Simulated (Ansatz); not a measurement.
# GeNH5 (triplet): B2PLYP, RPA-PBE over a scan of the distance Ge1–H5 along a hydrogen transfer, cc-pVDZ

Aim: run GeNH5 (triplet) with these functionals over a scan of the distance Ge1–H5 along a hydrogen transfer, and hold them against the top wave-function level at the same points.

Method: cc-pVDZ, all electrons in the functionals, frozen cores in the correlation of double hybrids and RPA; program: Ansatz 0.2.0, Gaussian basis.

The runs, in order: B2PLYP, RPA-PBE, at 1.534 Å; 1.592 Å; 1.706 Å; 1.821 Å; 1.936 Å.

## (1) The geometry

The geometry derives from fragments relaxed apart (PBE0/def2-TZVP) and kept rigid, so it is no stationary point. A hydrogen atom is moved between rigid fragments. No spin-orbit coupling is included. The filled d shell of Ge may be among the frozen orbitals whatever the setting's name suggests; the logs give the count.

7 atoms, charge 0, spin multiplicity 3.

Atoms are counted from 1 here; the program's logs count them from 0.

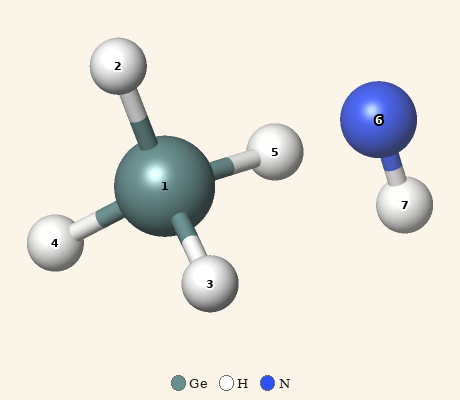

The structure; germanium teal, hydrogen white, nitrogen blue; atoms are numbered from 1 in the order of the file.

Geometry (Å):

| atom | x (Å) | y (Å) | z (Å) |
| --- | --- | --- | --- |
| Ge1 | -0.49031 | 0.01104 | 0.00000 |
| H2 | -1.00176 | 1.45764 | 0.00000 |
| H3 | -1.00176 | -0.71226 | 1.25279 |
| H4 | -1.00176 | -0.71226 | -1.25279 |
| H5 | 1.04404 | 0.01104 | 0.00000 |
| N6 | 2.48569 | 0.01104 | 0.00000 |
| H7 | 2.75477 | -0.99319 | 0.00000 |

No dispersion term is added.

The geometry shown and the zero of energy belong to the point 1.534 Å. The yardstick, UCCSDT(Q), and other wave-function levels (R restricted, U unrestricted, valence and pair active spaces) come from earlier runs.

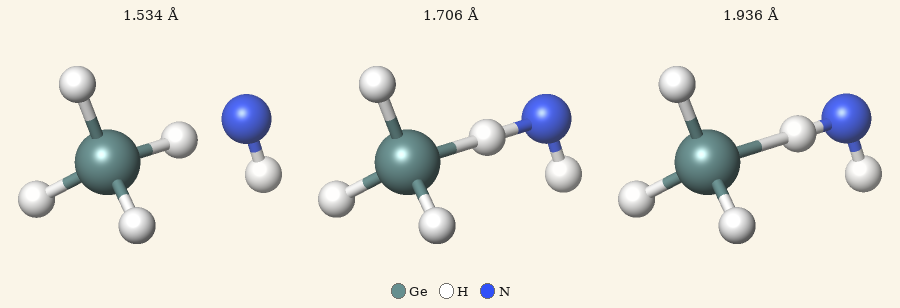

Three points of the scan; sticks are drawn by distance.

## (2) B2PLYP, 1.534 Å

in.yaml reads:

```yaml
crystal:
  periodic: [false, false, false]
  atoms:
    - {symbol: Ge, position_ang: [-0.490310, 0.011040, 0.000000]}
    - {symbol: H, position_ang: [-1.001760, 1.457639, 0.000001]}
    - {symbol: H, position_ang: [-1.001760, -0.712260, 1.252791]}
    - {symbol: H, position_ang: [-1.001760, -0.712259, -1.252792]}
    - {symbol: H, position_ang: [1.044039, 0.011040, 0.000000]}
    - {symbol: N, position_ang: [2.485690, 0.011040, 0.000000]}
    - {symbol: H, position_ang: [2.754771, -0.993187, -0.000001]}
basis:
  gaussian: {orbitals: cc-pVDZ}
magnetization: {spin_polarized: true, initial_magnetization: 2}
hamiltonian: {xc: {name: B2PLYP}}
correlation: {electrons: outside_noble_gas}
```

The run is started by

```console
ansatz run in.yaml --threads 1 --pin off --events-out ev --progress --plain --max-ram 2816MiB --backend cpu
```

The log of the run:

```text
Functional definition: B2PLYP
  name "B2PLYP"
  cite "Grimme, J. Chem. Phys. 124, 034108 (2006) doi:10.1063/1.2148954"
  cite "Becke, Phys. Rev. A 38, 3098 (1988) doi:10.1103/PhysRevA.38.3098"
  cite "Lee, Yang & Parr, Phys. Rev. B 37, 785 (1988) doi:10.1103/PhysRevB.37.785"
  parameter a = 0.53
  parameter c = 0.27
  exchange = (1 - a)*b88_x + a*exact_x
  correlation = (1 - c)*lyp_c + c*(mp2_os + mp2_ss)
680 factors; integrals over basis functions are off by at most 1.4e-3 eV
mean field evaluation 1: about -58067.9633 eV, gradient 1.3e1 eV
mean field evaluation 2: about -58067.9847 eV, gradient 1.3e1 eV
mean field evaluation 4: about -58069.0368 eV, gradient 1.5e0 eV
mean field evaluation 8: about -58069.0800 eV, gradient 7.0e-2 eV
mean field evaluation 16: about -58069.0801 eV, gradient 7.3e-5 eV
mean field -58069.08012777 eV, -2133.9993340593 hartree, gradient 9.0e-6 eV, S^2 2.015397; 0 other end points of the search recorded, 0 dependent functions left out
15 core orbitals not correlated: weight in the atoms' cores, before any rotation towards them, 0.999 or more for the frozen orbitals, at most 0.001 for the correlated occupied ones
reference -58069.08027595 eV, -2133.9993395050 hartree; 8, 6 occupied and 43, 45 virtual orbitals, 680 factors
second order -7.88699993 eV of doubles, -0.00000000 eV of singles
Total energy: -58071.20976594 eV, -2134.0775968184 hartree
```

Run time: 3.7 s. Hardware: 1 thread of AMD EPYC 7R13, shared host.

From the report: ⟨S²⟩ of the determinant 2.015 (pure triplet: 2.00).

## (3) B2PLYP, 1.592 Å

in.yaml reads:

```yaml
crystal:
  periodic: [false, false, false]
  atoms:
    - {symbol: Ge, position_ang: [-0.490944, 0.011040, 0.000000]}
    - {symbol: H, position_ang: [-1.002394, 1.457639, 0.000001]}
    - {symbol: H, position_ang: [-1.002394, -0.712260, 1.252791]}
    - {symbol: H, position_ang: [-1.002394, -0.712259, -1.252792]}
    - {symbol: H, position_ang: [1.101056, 0.011040, 0.000000]}
    - {symbol: N, position_ang: [2.485056, 0.011040, 0.000000]}
    - {symbol: H, position_ang: [2.754138, -0.993187, -0.000001]}
basis:
  gaussian: {orbitals: cc-pVDZ}
magnetization: {spin_polarized: true, initial_magnetization: 2}
hamiltonian: {xc: {name: B2PLYP}}
correlation: {electrons: outside_noble_gas}
```

The command is unchanged.

The log of the run (excerpt; [...] marks lines left out):

```text
Functional definition: B2PLYP
  name "B2PLYP"
  cite "Grimme, J. Chem. Phys. 124, 034108 (2006) doi:10.1063/1.2148954"
  cite "Becke, Phys. Rev. A 38, 3098 (1988) doi:10.1103/PhysRevA.38.3098"
  cite "Lee, Yang & Parr, Phys. Rev. B 37, 785 (1988) doi:10.1103/PhysRevB.37.785"
[...]
679 factors; integrals over basis functions are off by at most 1.3e-3 eV
[...]
mean field -58069.09339775 eV, -2133.9998217222 hartree, gradient 3.3e-6 eV, S^2 2.018198; 0 other end points of the search recorded, 0 dependent functions left out
15 core orbitals not correlated: weight in the atoms' cores, before any rotation towards them, 0.999 or more for the frozen orbitals, at most 0.001 for the correlated occupied ones
reference -58069.09354633 eV, -2133.9998271825 hartree; 8, 6 occupied and 43, 45 virtual orbitals, 679 factors
second order -8.00084431 eV of doubles, -0.00000000 eV of singles
Total energy: -58071.25377430 eV, -2134.0792140959 hartree
```

It took 2.8 s on 1 thread of AMD EPYC 7R13, shared host.

From the report: ⟨S²⟩ of the determinant 2.018 (pure triplet: 2.00).

From 1.534 Å: -0.044 eV.

## (4) B2PLYP, 1.706 Å

in.yaml reads:

```yaml
crystal:
  periodic: [false, false, false]
  atoms:
    - {symbol: Ge, position_ang: [-0.492197, 0.011040, 0.000000]}
    - {symbol: H, position_ang: [-1.003647, 1.457639, 0.000001]}
    - {symbol: H, position_ang: [-1.003647, -0.712260, 1.252791]}
    - {symbol: H, position_ang: [-1.003647, -0.712259, -1.252792]}
    - {symbol: H, position_ang: [1.213803, 0.011040, 0.000000]}
    - {symbol: N, position_ang: [2.483803, 0.011040, 0.000000]}
    - {symbol: H, position_ang: [2.752884, -0.993187, -0.000001]}
basis:
  gaussian: {orbitals: cc-pVDZ}
magnetization: {spin_polarized: true, initial_magnetization: 2}
hamiltonian: {xc: {name: B2PLYP}}
correlation: {electrons: outside_noble_gas}
```

Same command.

The log of the run (excerpt; [...] marks lines left out):

```text
Functional definition: B2PLYP
  name "B2PLYP"
  cite "Grimme, J. Chem. Phys. 124, 034108 (2006) doi:10.1063/1.2148954"
  cite "Becke, Phys. Rev. A 38, 3098 (1988) doi:10.1103/PhysRevA.38.3098"
  cite "Lee, Yang & Parr, Phys. Rev. B 37, 785 (1988) doi:10.1103/PhysRevB.37.785"
[...]
679 factors; integrals over basis functions are off by at most 1.3e-3 eV
[...]
mean field -58069.14607676 eV, -2134.0017576402 hartree, gradient 8.1e-6 eV, S^2 2.021150; 0 other end points of the search recorded, 0 dependent functions left out
15 core orbitals not correlated: weight in the atoms' cores, before any rotation towards them, 0.999 or more for the frozen orbitals, at most 0.001 for the correlated occupied ones
reference -58069.14622622 eV, -2134.0017631327 hartree; 8, 6 occupied and 43, 45 virtual orbitals, 679 factors
second order -8.19629602 eV of doubles, -0.00000000 eV of singles
Total energy: -58071.35922615 eV, -2134.0830893800 hartree
```

Run time: 2.4 s. Hardware: 1 thread of AMD EPYC 7R13, shared host.

From the report: ⟨S²⟩ of the determinant 2.021 (pure triplet: 2.00).

From 1.534 Å: -0.149 eV.

## (5) B2PLYP, 1.821 Å

in.yaml reads:

```yaml
crystal:
  periodic: [false, false, false]
  atoms:
    - {symbol: Ge, position_ang: [-0.493462, 0.011040, 0.000000]}
    - {symbol: H, position_ang: [-1.004912, 1.457639, 0.000001]}
    - {symbol: H, position_ang: [-1.004911, -0.712260, 1.252791]}
    - {symbol: H, position_ang: [-1.004912, -0.712259, -1.252792]}
    - {symbol: H, position_ang: [1.327538, 0.011040, 0.000000]}
    - {symbol: N, position_ang: [2.482538, 0.011040, 0.000000]}
    - {symbol: H, position_ang: [2.751620, -0.993187, -0.000001]}
basis:
  gaussian: {orbitals: cc-pVDZ}
magnetization: {spin_polarized: true, initial_magnetization: 2}
hamiltonian: {xc: {name: B2PLYP}}
correlation: {electrons: outside_noble_gas}
```

Same command.

The log of the run (excerpt; [...] marks lines left out):

```text
Functional definition: B2PLYP
  name "B2PLYP"
  cite "Grimme, J. Chem. Phys. 124, 034108 (2006) doi:10.1063/1.2148954"
  cite "Becke, Phys. Rev. A 38, 3098 (1988) doi:10.1103/PhysRevA.38.3098"
  cite "Lee, Yang & Parr, Phys. Rev. B 37, 785 (1988) doi:10.1103/PhysRevB.37.785"
[...]
680 factors; integrals over basis functions are off by at most 1.3e-3 eV
[...]
mean field -58069.29823807 eV, -2134.0073494649 hartree, gradient 6.3e-6 eV, S^2 2.016464; 0 other end points of the search recorded, 0 dependent functions left out
15 core orbitals not correlated: weight in the atoms' cores, before any rotation towards them, 0.999 or more for the frozen orbitals, at most 0.001 for the correlated occupied ones
reference -58069.29838829 eV, -2134.0073549855 hartree; 8, 6 occupied and 43, 45 virtual orbitals, 680 factors
second order -8.25100857 eV of doubles, -0.00000000 eV of singles
Total energy: -58071.52616060 eV, -2134.0892241080 hartree
```

Wall time 2.5 s (1 thread of AMD EPYC 7R13, shared host).

From the report: ⟨S²⟩ of the determinant 2.016 (pure triplet: 2.00).

From 1.534 Å: -0.316 eV.

## (6) B2PLYP, 1.936 Å

in.yaml reads:

```yaml
crystal:
  periodic: [false, false, false]
  atoms:
    - {symbol: Ge, position_ang: [-0.494726, 0.011040, 0.000000]}
    - {symbol: H, position_ang: [-1.006176, 1.457639, 0.000001]}
    - {symbol: H, position_ang: [-1.006175, -0.712260, 1.252791]}
    - {symbol: H, position_ang: [-1.006176, -0.712259, -1.252792]}
    - {symbol: H, position_ang: [1.441274, 0.011040, 0.000000]}
    - {symbol: N, position_ang: [2.481274, 0.011040, 0.000000]}
    - {symbol: H, position_ang: [2.750356, -0.993187, -0.000001]}
basis:
  gaussian: {orbitals: cc-pVDZ}
magnetization: {spin_polarized: true, initial_magnetization: 2}
hamiltonian: {xc: {name: B2PLYP}}
correlation: {electrons: outside_noble_gas}
```

The command is unchanged.

The log of the run (excerpt; [...] marks lines left out):

```text
Functional definition: B2PLYP
  name "B2PLYP"
  cite "Grimme, J. Chem. Phys. 124, 034108 (2006) doi:10.1063/1.2148954"
  cite "Becke, Phys. Rev. A 38, 3098 (1988) doi:10.1103/PhysRevA.38.3098"
  cite "Lee, Yang & Parr, Phys. Rev. B 37, 785 (1988) doi:10.1103/PhysRevB.37.785"
[...]
679 factors; integrals over basis functions are off by at most 1.5e-3 eV
[...]
mean field -58069.41717673 eV, -2134.0117203801 hartree, gradient 5.4e-6 eV, S^2 2.010380; 0 other end points of the search recorded, 0 dependent functions left out
15 core orbitals not correlated: weight in the atoms' cores, before any rotation towards them, 0.999 or more for the frozen orbitals, at most 0.001 for the correlated occupied ones
reference -58069.41732754 eV, -2134.0117259225 hartree; 8, 6 occupied and 43, 45 virtual orbitals, 679 factors
second order -8.14702731 eV of doubles, -0.00000000 eV of singles
Total energy: -58071.61702492 eV, -2134.0925633099 hartree
```

Wall time 2.4 s (1 thread of AMD EPYC 7R13, shared host).

From the report: ⟨S²⟩ of the determinant 2.010 (pure triplet: 2.00).

From 1.534 Å: -0.407 eV.

## (7) RPA-PBE, 1.534 Å

in.yaml reads:

```yaml
crystal:
  periodic: [false, false, false]
  atoms:
    - {symbol: Ge, position_ang: [-0.490310, 0.011040, 0.000000]}
    - {symbol: H, position_ang: [-1.001760, 1.457639, 0.000001]}
    - {symbol: H, position_ang: [-1.001760, -0.712260, 1.252791]}
    - {symbol: H, position_ang: [-1.001760, -0.712259, -1.252792]}
    - {symbol: H, position_ang: [1.044039, 0.011040, 0.000000]}
    - {symbol: N, position_ang: [2.485690, 0.011040, 0.000000]}
    - {symbol: H, position_ang: [2.754771, -0.993187, -0.000001]}
basis:
  gaussian: {orbitals: cc-pVDZ}
magnetization: {spin_polarized: true, initial_magnetization: 2}
hamiltonian: {xc: {name: PBE}}
correlation: {method: rpa, electrons: outside_noble_gas}
```

Same command.

The log of the run (excerpt; [...] marks lines left out):

```text
Functional definition: PBE
  name "PBE"
  cite "Perdew, Burke & Ernzerhof, Phys. Rev. Lett. 77, 3865 (1996) doi:10.1103/PhysRevLett.77.3865"
  parent pbe
[...]
680 factors; integrals over basis functions are off by at most 1.4e-3 eV
[...]
mean field -58073.69109878 eV, -2134.1687841184 hartree, gradient 9.5e-6 eV, S^2 2.005436; 0 other end points of the search recorded, 0 dependent functions left out
15 core orbitals not correlated: weight in the atoms' cores, before any rotation towards them, 0.998 or more for the frozen orbitals, at most 0.001 for the correlated occupied ones
reference -58029.08203385 eV, -2132.5294312196 hartree; 8, 6 occupied and 43, 45 virtual orbitals, 680 factors
Total energy: -58041.94241335 eV, -2133.0020414492 hartree
```

Wall time 2.6 s (1 thread of AMD EPYC 7R13, shared host).

From the report: ⟨S²⟩ of the determinant 2.005 (pure triplet: 2.00).

## (8) RPA-PBE, 1.592 Å

in.yaml reads:

```yaml
crystal:
  periodic: [false, false, false]
  atoms:
    - {symbol: Ge, position_ang: [-0.490944, 0.011040, 0.000000]}
    - {symbol: H, position_ang: [-1.002394, 1.457639, 0.000001]}
    - {symbol: H, position_ang: [-1.002394, -0.712260, 1.252791]}
    - {symbol: H, position_ang: [-1.002394, -0.712259, -1.252792]}
    - {symbol: H, position_ang: [1.101056, 0.011040, 0.000000]}
    - {symbol: N, position_ang: [2.485056, 0.011040, 0.000000]}
    - {symbol: H, position_ang: [2.754138, -0.993187, -0.000001]}
basis:
  gaussian: {orbitals: cc-pVDZ}
magnetization: {spin_polarized: true, initial_magnetization: 2}
hamiltonian: {xc: {name: PBE}}
correlation: {method: rpa, electrons: outside_noble_gas}
```

Same command.

The log of the run (excerpt; [...] marks lines left out):

```text
Functional definition: PBE
  name "PBE"
  cite "Perdew, Burke & Ernzerhof, Phys. Rev. Lett. 77, 3865 (1996) doi:10.1103/PhysRevLett.77.3865"
  parent pbe
[...]
679 factors; integrals over basis functions are off by at most 1.3e-3 eV
[...]
mean field -58073.78255748 eV, -2134.1721451636 hartree, gradient 1.4e-6 eV, S^2 2.005651; 0 other end points of the search recorded, 0 dependent functions left out
15 core orbitals not correlated: weight in the atoms' cores, before any rotation towards them, 0.998 or more for the frozen orbitals, at most 0.001 for the correlated occupied ones
reference -58029.03933445 eV, -2132.5278620453 hartree; 8, 6 occupied and 43, 45 virtual orbitals, 679 factors
Total energy: -58041.98969597 eV, -2133.0037790531 hartree
```

Wall time 2.2 s (1 thread of AMD EPYC 7R13, shared host).

From the report: ⟨S²⟩ of the determinant 2.006 (pure triplet: 2.00).

From 1.534 Å: -0.047 eV.

## (9) RPA-PBE, 1.706 Å

in.yaml reads:

```yaml
crystal:
  periodic: [false, false, false]
  atoms:
    - {symbol: Ge, position_ang: [-0.492197, 0.011040, 0.000000]}
    - {symbol: H, position_ang: [-1.003647, 1.457639, 0.000001]}
    - {symbol: H, position_ang: [-1.003647, -0.712260, 1.252791]}
    - {symbol: H, position_ang: [-1.003647, -0.712259, -1.252792]}
    - {symbol: H, position_ang: [1.213803, 0.011040, 0.000000]}
    - {symbol: N, position_ang: [2.483803, 0.011040, 0.000000]}
    - {symbol: H, position_ang: [2.752884, -0.993187, -0.000001]}
basis:
  gaussian: {orbitals: cc-pVDZ}
magnetization: {spin_polarized: true, initial_magnetization: 2}
hamiltonian: {xc: {name: PBE}}
correlation: {method: rpa, electrons: outside_noble_gas}
```

Same command.

The log of the run (excerpt; [...] marks lines left out):

```text
Functional definition: PBE
  name "PBE"
  cite "Perdew, Burke & Ernzerhof, Phys. Rev. Lett. 77, 3865 (1996) doi:10.1103/PhysRevLett.77.3865"
  parent pbe
[...]
679 factors; integrals over basis functions are off by at most 1.3e-3 eV
[...]
mean field -58073.93967994 eV, -2134.1779193078 hartree, gradient 5.0e-6 eV, S^2 2.005641; 0 other end points of the search recorded, 0 dependent functions left out
15 core orbitals not correlated: weight in the atoms' cores, before any rotation towards them, 0.998 or more for the frozen orbitals, at most 0.001 for the correlated occupied ones
reference -58029.03878535 eV, -2132.5278418665 hartree; 8, 6 occupied and 43, 45 virtual orbitals, 679 factors
Total energy: -58042.09548002 eV, -2133.0076665453 hartree
```

Wall time 1.8 s (1 thread of AMD EPYC 7R13, shared host).

From the report: ⟨S²⟩ of the determinant 2.006 (pure triplet: 2.00).

From 1.534 Å: -0.153 eV.

## (10) RPA-PBE, 1.821 Å

in.yaml reads:

```yaml
crystal:
  periodic: [false, false, false]
  atoms:
    - {symbol: Ge, position_ang: [-0.493462, 0.011040, 0.000000]}
    - {symbol: H, position_ang: [-1.004912, 1.457639, 0.000001]}
    - {symbol: H, position_ang: [-1.004911, -0.712260, 1.252791]}
    - {symbol: H, position_ang: [-1.004912, -0.712259, -1.252792]}
    - {symbol: H, position_ang: [1.327538, 0.011040, 0.000000]}
    - {symbol: N, position_ang: [2.482538, 0.011040, 0.000000]}
    - {symbol: H, position_ang: [2.751620, -0.993187, -0.000001]}
basis:
  gaussian: {orbitals: cc-pVDZ}
magnetization: {spin_polarized: true, initial_magnetization: 2}
hamiltonian: {xc: {name: PBE}}
correlation: {method: rpa, electrons: outside_noble_gas}
```

Same command.

The log of the run (excerpt; [...] marks lines left out):

```text
Functional definition: PBE
  name "PBE"
  cite "Perdew, Burke & Ernzerhof, Phys. Rev. Lett. 77, 3865 (1996) doi:10.1103/PhysRevLett.77.3865"
  parent pbe
[...]
680 factors; integrals over basis functions are off by at most 1.3e-3 eV
[...]
mean field -58074.08247567 eV, -2134.1831669540 hartree, gradient 3.0e-6 eV, S^2 2.004982; 0 other end points of the search recorded, 0 dependent functions left out
15 core orbitals not correlated: weight in the atoms' cores, before any rotation towards them, 0.998 or more for the frozen orbitals, at most 0.001 for the correlated occupied ones
reference -58029.22125670 eV, -2132.5345475649 hartree; 8, 6 occupied and 43, 45 virtual orbitals, 680 factors
Total energy: -58042.24663909 eV, -2133.0132215386 hartree
```

It took 1.9 s on 1 thread of AMD EPYC 7R13, shared host.

From the report: ⟨S²⟩ of the determinant 2.005 (pure triplet: 2.00).

From 1.534 Å: -0.304 eV.

## (11) RPA-PBE, 1.936 Å

in.yaml reads:

```yaml
crystal:
  periodic: [false, false, false]
  atoms:
    - {symbol: Ge, position_ang: [-0.494726, 0.011040, 0.000000]}
    - {symbol: H, position_ang: [-1.006176, 1.457639, 0.000001]}
    - {symbol: H, position_ang: [-1.006175, -0.712260, 1.252791]}
    - {symbol: H, position_ang: [-1.006176, -0.712259, -1.252792]}
    - {symbol: H, position_ang: [1.441274, 0.011040, 0.000000]}
    - {symbol: N, position_ang: [2.481274, 0.011040, 0.000000]}
    - {symbol: H, position_ang: [2.750356, -0.993187, -0.000001]}
basis:
  gaussian: {orbitals: cc-pVDZ}
magnetization: {spin_polarized: true, initial_magnetization: 2}
hamiltonian: {xc: {name: PBE}}
correlation: {method: rpa, electrons: outside_noble_gas}
```

Launched as before.

The log of the run (excerpt; [...] marks lines left out):

```text
Functional definition: PBE
  name "PBE"
  cite "Perdew, Burke & Ernzerhof, Phys. Rev. Lett. 77, 3865 (1996) doi:10.1103/PhysRevLett.77.3865"
  parent pbe
[...]
679 factors; integrals over basis functions are off by at most 1.5e-3 eV
[...]
mean field -58074.09626111 eV, -2134.1836735596 hartree, gradient 3.2e-6 eV, S^2 2.004240; 0 other end points of the search recorded, 0 dependent functions left out
15 core orbitals not correlated: weight in the atoms' cores, before any rotation towards them, 0.998 or more for the frozen orbitals, at most 0.001 for the correlated occupied ones
reference -58029.43292540 eV, -2132.5423262459 hartree; 8, 6 occupied and 43, 45 virtual orbitals, 679 factors
Total energy: -58042.31099503 eV, -2133.0155865759 hartree
```

Run time: 2 s. Hardware: 1 thread of AMD EPYC 7R13, shared host.

From the report: ⟨S²⟩ of the determinant 2.004 (pure triplet: 2.00).

From 1.534 Å: -0.369 eV.

## (12) Against the wave-function levels

The yardstick is UCCSDT(Q), where the cluster series has nearly closed. It comes from earlier runs at the same points. Energies in eV, counted from 1.534 Å; blanks weren't run or aren't comparable.

| level | 1.534 Å | 1.592 Å | 1.706 Å | 1.821 Å | 1.936 Å |
| --- | --- | --- | --- | --- | --- |
| UCCSDT(Q) | 0.000 | -0.025 | -0.102 | -0.262 | -0.359 |
| B2PLYP | 0.000 | -0.044 | -0.149 | -0.316 | -0.407 |
| RPA-PBE | 0.000 | -0.047 | -0.153 | -0.304 | -0.369 |

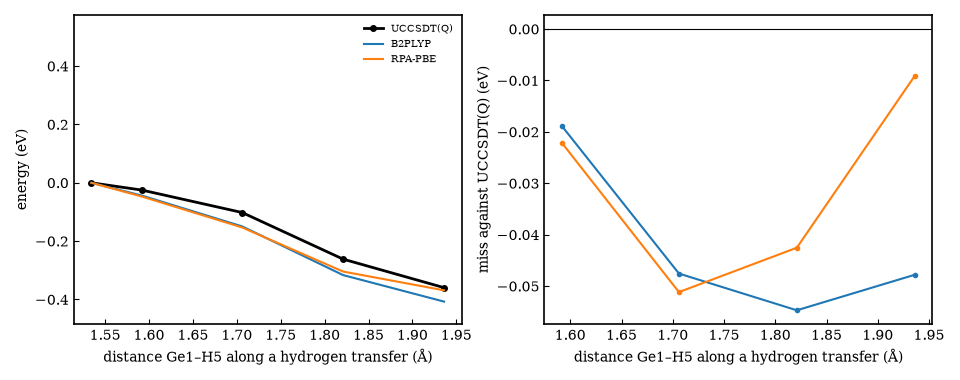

Left: the curves (the axis may cut off levels that run far away). Right: misses against UCCSDT(Q), in the same colours.

Largest miss and mean time a point (UCCSDT(Q) took 6.7 s a point; shared hosts):

| level | largest miss (eV) | where | time a point |
| --- | --- | --- | --- |
| B2PLYP | -0.055 | 1.821 Å | 2.8 s |
| RPA-PBE | -0.051 | 1.706 Å | 2.1 s |

## (13) Outcome

```
                   quantity                value
span of the UCCSDT(Q) curve             0.359 eV
       largest miss, B2PLYP  -0.055 eV (1.821 Å)
      largest miss, RPA-PBE  -0.051 eV (1.706 Å)
```

In words: Of the functionals, RPA-PBE keep the smallest largest miss at the points compared (at most 0.051 eV) and B2PLYP strays most (0.055 eV, at 1.821 Å). Functionals and the yardstick converge differently with the basis, so part of each miss in cc-pVDZ is the basis.
